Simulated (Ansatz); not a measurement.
CH$_{9}$BN$_{2}$: several calculations on one system

Part 1: Relaxation

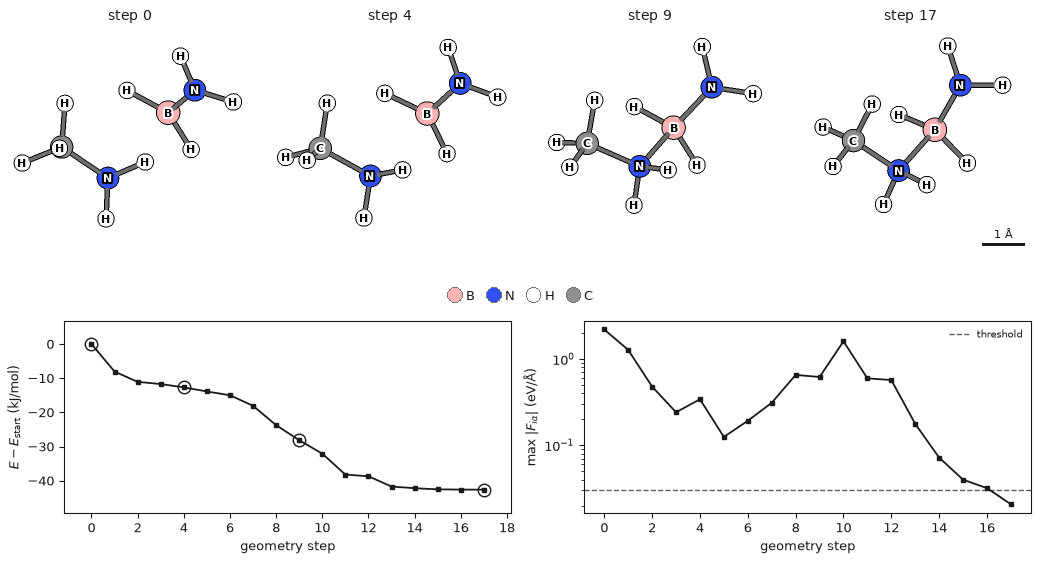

Frames of a relaxation of CH9BN2, marked on the history of the run. Style: ball-and-stick. Shown from a free direction.

The run prepares an end point of a later path (reaction) calculation, from a guessed geometry.

Level of theory: Ansatz 0.2.0, RKS B3LYP-D4/6-31G*.

The input:
```yaml
crystal:
  periodic: [false, false, false]
  atoms:
    - { symbol: B, position_ang: [0.050236, -0.419511, 0.23756] }
    - { symbol: "N", position_ang: [-0.051996, -0.600803, 1.69715] }
    - { symbol: H, position_ang: [-0.890568, -0.949605, 2.139273] }
    - { symbol: H, position_ang: [0.754099, -0.591066, 2.306156] }
    - { symbol: H, position_ang: [1.128003, -0.214726, -0.2295] }
    - { symbol: H, position_ang: [-0.935227, -0.579032, -0.414877] }
    - { symbol: "N", position_ang: [-0.319574, 2.253657, 0.759162] }
    - { symbol: H, position_ang: [-1.049092, 2.954238, 0.639116] }
    - { symbol: C, position_ang: [0.926349, 2.880424, 1.192084] }
    - { symbol: H, position_ang: [1.685493, 2.102804, 1.32237] }
    - { symbol: H, position_ang: [1.283074, 3.565088, 0.416202] }
    - { symbol: H, position_ang: [0.854345, 3.443445, 2.137465] }
    - { symbol: H, position_ang: [-0.639843, 1.575688, 1.47454] }
basis:
  gaussian: { orbitals: "6-31G*" }
hamiltonian:
  xc: b3lyp
  dispersion: d4
relax:
  f_tol: 0.03
  max_steps: 50
output:
  orbitals: {}
```

Command:
```bash
ansatz run input.yaml --threads 1 --pin off --max-ram 2048MiB --backend cpu --events-out ev --progress --plain --runs-dir out
```

Describe the path.

Answer. The largest move after the best rigid fit is that of H11, 1.06 Å. By element the largest moves are H 1.06 Å, B 0.73 Å, N 0.40 Å, C 0.32 Å. Near-neighbour distances that change, for instance: B1–N7 2.749 → 1.704 Å, B1–N2 1.474 → 1.501 Å, B1–H5 1.192 → 1.218 Å, N7–C9 1.460 → 1.479 Å. New bonds form, among them: B1–N7 (2.75 → 1.70 Å). Bond angles that change, for instance: H5–B1–H6 123.8° → 114.0°, B1–N2–H4 122.7° → 114.7°, B1–N2–H3 122.2° → 114.4°. The energy falls by 42.6 kJ/mol in 17 geometry steps. Largest force component: 2.2 eV/Å at the start, 0.021 eV/Å at the end. From step 0 to 4: H13 moves most (0.47 Å), energy −12.7 kJ/mol. From step 4 to 9: B1 moves most (0.63 Å), energy −15.5 kJ/mol. From step 9 to 17: H10 moves most (0.44 Å), energy −14.5 kJ/mol.

Limits of the set-up: the start holds two separate molecules, 2.3 Å apart at their closest, whose relative position is a soft coordinate.

Part 2: Relaxation

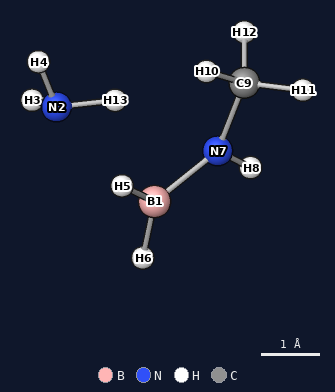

Starting structure of CH₉BN₂. The picture is a ball-and-stick view, seen at a tilt.

The run prepares an end point of a later path (reaction) calculation, from a guessed geometry.

Level of theory: Ansatz 0.2.0, RKS B3LYP-D4/6-31G*.

Input file:
```yaml
crystal:
  periodic: [false, false, false]
  atoms:
    - { symbol: B, position_ang: [0.026309, 0.557244, -0.219621] }
    - { symbol: "N", position_ang: [-0.25635, -0.440346, 2.3293] }
    - { symbol: H, position_ang: [-0.9671, -0.77149, 2.981775] }
    - { symbol: H, position_ang: [0.63341, -0.48027, 2.825092] }
    - { symbol: H, position_ang: [1.12202, 0.089442, -0.273832] }
    - { symbol: H, position_ang: [-0.948083, 0.043975, -0.678816] }
    - { symbol: "N", position_ang: [-0.111591, 1.906876, 0.356016] }
    - { symbol: H, position_ang: [-1.010089, 2.369147, 0.287615] }
    - { symbol: C, position_ang: [0.964348, 2.732989, 0.876348] }
    - { symbol: H, position_ang: [1.892003, 2.156562, 0.865778] }
    - { symbol: H, position_ang: [1.117244, 3.635718, 0.268242] }
    - { symbol: H, position_ang: [0.77599, 3.057198, 1.909465] }
    - { symbol: H, position_ang: [-0.442811, 0.563555, 2.149338] }
basis:
  gaussian: { orbitals: "6-31G*" }
hamiltonian:
  xc: b3lyp
  dispersion: d4
relax:
  f_tol: 0.03
  max_steps: 50
output:
  orbitals: {}
```

Launched with:
```bash
ansatz run input.yaml --threads 1 --pin off --max-ram 2048MiB --backend cpu --events-out ev --progress --plain --runs-dir out
```

### What does the optimiser find from here?

H3 moves most after the best rigid fit: 1.48 Å. Largest moves by element: H 1.48 Å, N 0.74 Å, B 0.67 Å, C 0.35 Å. Near-neighbour distances that change, for instance: B1–N7 1.474 → 1.393 Å, N2–H13 1.037 → 1.020 Å, B1–H5 1.193 → 1.197 Å, N7–C9 1.453 → 1.457 Å. The energy falls by 0.177 eV in 31 accepted moves (39 points after the start). The largest force component goes from 2.1 to 0.022 eV/Å. The line search rejected the trial steps at points 4, 12, 17, 18, 21, 28, 31, 36 of the run. The forces were under the threshold at step 20, but the run went on from there. Cost: 120 s on 1 thread of Arm Neoverse V2, with other jobs on the host, peak memory 0.15 GiB.

Final geometry:

```xyz
13

B     0.1486    0.7860   -0.8377
N    -0.4119   -0.2463    3.0270
H    -0.7162    0.5709    3.5550
H     0.5728   -0.3797    3.2545
H     1.2838    0.4968   -1.0858
H    -0.7785    0.3101   -1.4248
N    -0.1034    1.7074    0.1762
H    -1.0624    1.9698    0.3764
C     0.8776    2.4127    0.9908
H     1.8794    2.1234    0.6650
H     0.7779    3.5002    0.8865
H     0.7694    2.1520    2.0512
H    -0.4419    0.0175    2.0425
```

After the run, drawn alike:

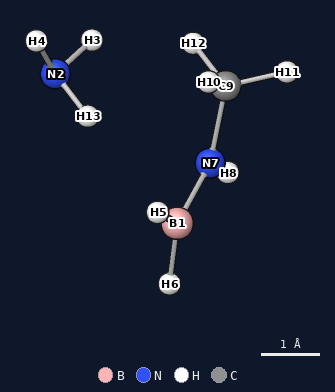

Limits of the set-up: the start holds two separate molecules, 2.3 Å apart at their closest, whose relative position is a soft coordinate.

Part 3: Path

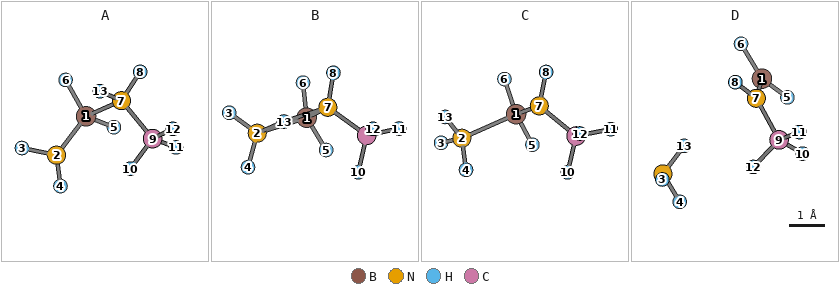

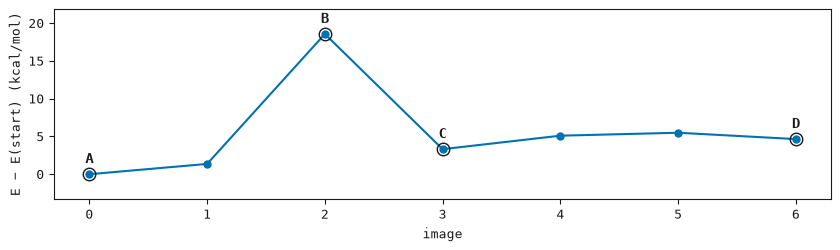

A nudged-elastic-band calculation for CH$_{9}$BN$_{2}$. Images are numbered from 0 (start) to 6 (end). Frames A to D are images 0, 2, 3, 6. Style: ball-and-stick. Shown at a tilt.

Theory: RKS B3LYP-D4/6-31G* in Ansatz 0.2.0. Run with 5 movable images; climbing image; force threshold 0.05 eV/Å; iteration limit 60; starting path through a guess of the saddle point.

What happens along the path, and what is the barrier?

Answer. Relative to the start the highest point is image 2 at +18.6 kcal/mol and the end lies at +4.7 kcal/mol, but the profile dips to +3.3 kcal/mol at image 3 on the way, so the process runs in steps. The path has more than one stage, and so few images may leave a stage unresolved. Breaking: B1–N2 (1.50 → 1.62 at the top → 4.04 Å), N7–H13 (1.02 → 1.33 at the top → 2.54 Å). Forming: N2–H13 (2.69 → 1.29 at the top → 1.02 Å). The band converged in 33 iterations. The largest component of the band force went from 8.7 to 0.045 eV/Å. The climbing image converged on the top of the path. Its vibrational analysis gives one imaginary mode (1464i cm⁻¹), as a transition state must have.
